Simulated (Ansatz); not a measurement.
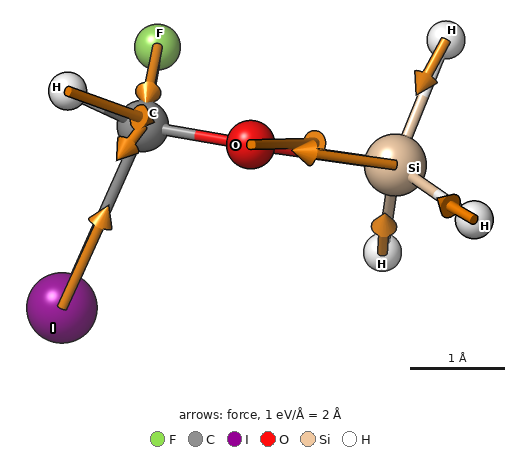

Starting geometry of CH$_{4}$FIOSi with the computed forces as orange arrows. The picture is a ball-and-stick view, seen at a tilt.

The start comes from PBE-D4/def2-SVP.

Method: Ansatz, RKS PBE0-D4/def2-TZVP. (force threshold 0.005 eV/Å; at most 150 steps)

### What follows when this structure is relaxed?

It isn't relaxed: the largest force vector, on the O atom, is 0.83 eV/Å. The final displacements follow the starting forces only in part (cosine between the two patterns 0.39). The largest move after the best rigid fit is that of the I atom, 0.11 Å. By element the largest moves are I 0.11 Å, H 0.10 Å, F 0.08 Å, O 0.05 Å, Si 0.02 Å, C 0.02 Å. Some distances before and after: C–I 2.274 → 2.200 Å, O–Si 1.726 → 1.679 Å, C–H 1.107 → 1.088 Å, H–Si 1.499 → 1.481 Å. Among the angles between lasting bonds that change: C–O–Si 124.7° → 126.9°. Over 11 geometry steps the energy falls by 0.069 eV. Largest force component: 0.73 eV/Å at the start, 0.0033 eV/Å at the end. Cost: 49 s on 4 threads of Arm Neoverse V2, with other jobs on the host.
